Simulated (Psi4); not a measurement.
**U-wB97X-D/def2-SVP (sweep point 4) run of C2H2F (SMILES C=[C]F)**

What is the vertical electron affinity of C2H2F at U-wB97X-D/def2-SVP (sweep point 4)? The job is set up through a Python script.

Program for the calculation: Psi4 1.11.

### Step 1. Starting point

C2H2F has 5 atoms, charge 0, and is taken as a doublet. As SMILES, `C=[C]F`. The coordinates come from a PBE0-D4/def2-TZVP relaxation.

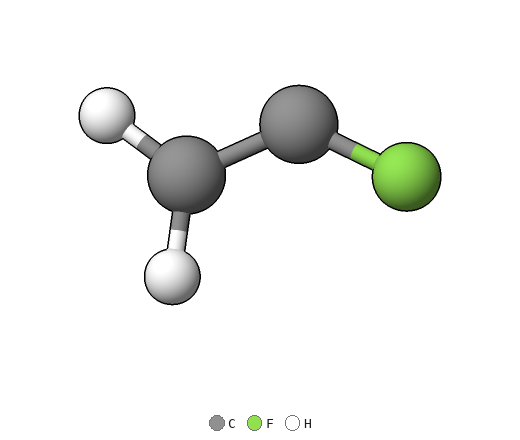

The structure, seen from a chosen angle (carbon grey, fluorine green, hydrogen white).

### Step 2. The energy at U-wB97X-D/def2-SVP (sweep point 4)

Contents of c2h2f.py:

```python
import psi4

psi4.set_memory(1600000000)
psi4.set_num_threads(1)
psi4.set_output_file('psi4.out', False)

mol = psi4.geometry("""
0 2
C      0.488200    -0.200400     0.008400
C     -0.592700     0.393700     0.447100
F     -1.725600     0.629500    -0.148900
H      0.534700    -0.590400    -1.005400
H      1.345200    -0.306200     0.657500
symmetry c1
""")

psi4.set_options({
    'basis': 'def2-SVP',
    'reference': 'uks',
    'puream': True,
    'scf_type': 'pk',
    'dft_radial_points': 99,
    'dft_spherical_points': 590,
    'maxiter': 150,
})

e, wfn = psi4.energy('wb97x-d', return_wfn=True)
print(f'total energy {e:.8f} hartree = {e * 27.211386:.5f} eV')
```

On the command line:

```sh
$ python c2h2f.py
```

psi4.out:

```text
[...]
  Running in c1 symmetry.
[...]
  Nuclear repulsion =   60.961139739115154
[...]
  Multiplicity = 2
[...]
  Nalpha       = 12
  Nbeta        = 11
[...]
    Number of basis functions: 52
[...]
   @UKS iter   1:  -176.83999127255603   -4.36867e-01   8.58607e-03 ADIIS/DIIS
[...]
   @UKS iter  11:  -176.94639185356431   -4.80239e-09   2.50997e-07 DIIS
[...]
   @S^2 Observed:                7.633835938E-01
[...]
    Orbital Energies [Eh]
    ---------------------
    Alpha Occupied:
       1A    -24.868286     2A    -10.407639     3A    -10.309518
       4A     -1.360392     5A     -0.875521     6A     -0.714257
       7A     -0.611823     8A     -0.593138     9A     -0.592022
      10A     -0.517344    11A     -0.363229    12A     -0.350316
    Alpha Virtual:
      13A      0.087111    14A      0.175061    15A      0.186188
      16A      0.270037    17A      0.397498    18A      0.475313
      19A      0.531640    20A      0.550989    21A      0.573352
      22A      0.608712    23A      0.650378    24A      0.728654
      25A      0.756260    26A      0.803442    27A      0.887073
[...]
  @UKS Final Energy:  -176.94639185356431
   => Energetics <=
    Nuclear Repulsion Energy =             60.9611397391151542
    One-Electron Energy =                -362.7657600783982161
    Two-Electron Energy =                 140.1455688740357743
    DFT Exchange-Correlation Energy =     -15.2868123923361505
    Empirical Dispersion Energy =          -0.0005279959808498
    VV10 Nonlocal Energy =                  0.0000000000000000
    Total Energy =                       -176.9463918535643074
[...]
 Multipole Moments:
 ------------------------------------------------------------------------------------
     Multipole            Electronic (a.u.)      Nuclear  (a.u.)        Total (a.u.)
 ------------------------------------------------------------------------------------
 L = 1.  Multiply by 2.5417464519 to convert [e a0] to [Debye]
 Dipole X            :         -3.7400752            4.0554146            0.3153393
 Dipole Y            :          1.5542224           -1.7111878           -0.1569654
 Dipole Z            :          0.1495957           -0.2330006           -0.0834049
 Magnitude           :                                                    0.3619854
[...]
```

The script printed:

```text
total energy -176.94639185 hartree = -4814.95657 eV
```

Wall time 9 s (1 thread of Intel Xeon Platinum 8488C (Sapphire Rapids), shared host); peak memory 0.61 GiB.

### Step 3. The singlet anion at the same level

Contents of run.py:

```python
import psi4

psi4.set_memory(1600000000)
psi4.set_num_threads(1)
psi4.core.set_output_file('output.dat', False)

geom = psi4.geometry("""
-1 1
C      0.488200    -0.200400     0.008400
C     -0.592700     0.393700     0.447100
F     -1.725600     0.629500    -0.148900
H      0.534700    -0.590400    -1.005400
H      1.345200    -0.306200     0.657500
symmetry c1
""")

psi4.set_options(dict(puream=True, scf_type='pk', dft_radial_points=99, dft_spherical_points=590))

E, wfn = psi4.energy('wb97x-d/def2-SVP', return_wfn=True)
print(f'total energy {E:.8f} hartree = {E * 27.211386:.5f} eV')
```

On the command line:

```sh
$ python run.py
```

output.dat:

```text
[...]
  Running in c1 symmetry.
[...]
  Nuclear repulsion =   60.961139739115154
[...]
  Multiplicity = 1
[...]
  Nalpha       = 12
  Nbeta        = 12
[...]
    Number of basis functions: 52
[...]
   @RKS iter   1:  -176.74793556029144   -3.44811e-01   1.10611e-02 DIIS/ADIIS
[...]
   @RKS iter   9:  -176.94318758663752   -3.70561e-08   5.26191e-07 DIIS
[...]
    Orbital Energies [Eh]
    ---------------------
    Doubly Occupied:
       1A    -24.568105     2A    -10.041003     3A    -10.018222
       4A     -1.061116     5A     -0.568798     6A     -0.423269
       7A     -0.313983     8A     -0.303994     9A     -0.292359
      10A     -0.242283    11A     -0.070366    12A      0.029209
[...]
  @RKS Final Energy:  -176.94318758663752
   => Energetics <=
    Nuclear Repulsion Energy =             60.9611397391151542
    One-Electron Energy =                -369.5451516857172010
    Two-Electron Energy =                 147.1069679797932679
    DFT Exchange-Correlation Energy =     -15.4656156238478601
    Empirical Dispersion Energy =          -0.0005279959808498
    VV10 Nonlocal Energy =                  0.0000000000000000
    Total Energy =                       -176.9431875866375208
[...]
 Multipole Moments:
 ------------------------------------------------------------------------------------
     Multipole            Electronic (a.u.)      Nuclear  (a.u.)        Total (a.u.)
 ------------------------------------------------------------------------------------
 L = 1.  Multiply by 2.5417464519 to convert [e a0] to [Debye]
 Dipole X            :         -4.6642159            4.0554146           -0.6088013
 Dipole Y            :          1.6792005           -1.7111878           -0.0319872
 Dipole Z            :         -0.5205021           -0.2330006           -0.7535026
 Magnitude           :                                                    0.9692412
[...]
```

Standard output:

```text
total energy -176.94318759 hartree = -4814.86938 eV
```

Wall time 6.6 s (1 thread of Intel Xeon Platinum 8488C (Sapphire Rapids), shared host); peak memory 0.61 GiB.

### Step 4. Summary of results

Level: U-wB97X-D/def2-SVP (sweep point 4).

| quantity | value |
| --- | --- |
| doublet C2H2F: total energy | -176.94639 Eh |
| doublet C2H2F: dipole moment | 0.92 D |
| doublet C2H2F: HOMO energy (highest over α and β) | -9.53 eV |
| doublet C2H2F: LUMO energy (lowest over α and β) | -0.57 eV |
| doublet C2H2F: dispersion energy | -1.39 kJ/mol |
| doublet C2H2F: ⟨S²⟩ | 0.763 |
| singlet anion: total energy | -176.94319 Eh |
| singlet anion: HOMO energy | 0.79 eV |
| singlet anion: LUMO energy | 10.32 eV |
| singlet anion: HOMO–LUMO gap (to an unbound level, set by the basis) | 9.52 eV |
| singlet anion: dispersion energy | -1.39 kJ/mol |
| vertical electron affinity (to the singlet anion) | -0.087 eV |

**Reading.** The anion lies 0.09 eV (8.4 kJ/mol) above the neutral: the electron isn't bound at this level, and such a value depends on the basis. Without diffuse functions anions come out too high. The HOMO (singlet anion) lies at positive energy, 0.79 eV; only total energies tell whether the electron is bound.
